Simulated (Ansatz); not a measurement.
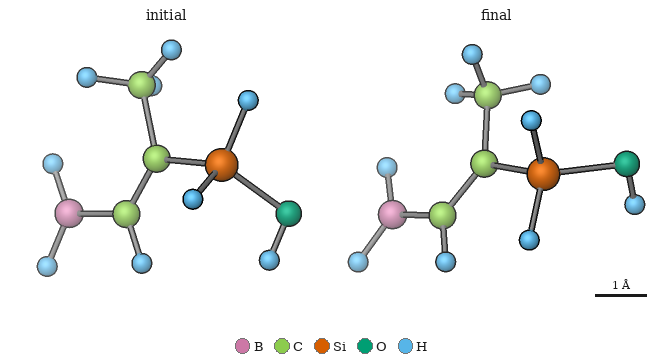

The structure of C3H9BOSi before (left) and after (right) a relaxation, at one scale.

Style: ball-and-stick. Shown from a free direction.

The run prepares an end point of a later path (torsion) calculation, from a guessed geometry.

Method: RKS PBE-D4/STO-3G in Ansatz. Set-up: no spin polarisation; force threshold 0.015 eV/Å; at most 40 steps.

Q: What changed between the two?

A: The relaxation stopped without meeting its thresholds, so the last structure isn't shown to be converged. It used up its limit of 40 steps. After 31 accepted moves (39 points after the start) the energy has fallen by 13.1 kcal/mol. Largest force component: 3.6 eV/Å at the start, 0.024 eV/Å at the end. The line search rejected the trial steps at points 4, 11, 12, 19, 20, 28, 34, 38 of the run. The largest move after the best rigid fit is that of an H atom, 1.40 Å. Largest moves by element: H 1.40 Å, O 1.03 Å, C 0.39 Å, Si 0.30 Å, B 0.16 Å. Among the contacts that change: B–C 1.625 → 1.530 Å, C–C 1.600 → 1.535 Å, C–H 1.045 → 1.110 Å, C–Si 1.843 → 1.899 Å. Bond angles that change, for instance: H–B–H 124.1° → 118.3°, C–C–H 104.2° → 109.9°, O–Si–H 107.8° → 113.3°. Groups turn about C–C by about 55°, C–Si by about 55°.

Limits of the set-up: STO-3G is a minimal basis, so the numbers are rough.
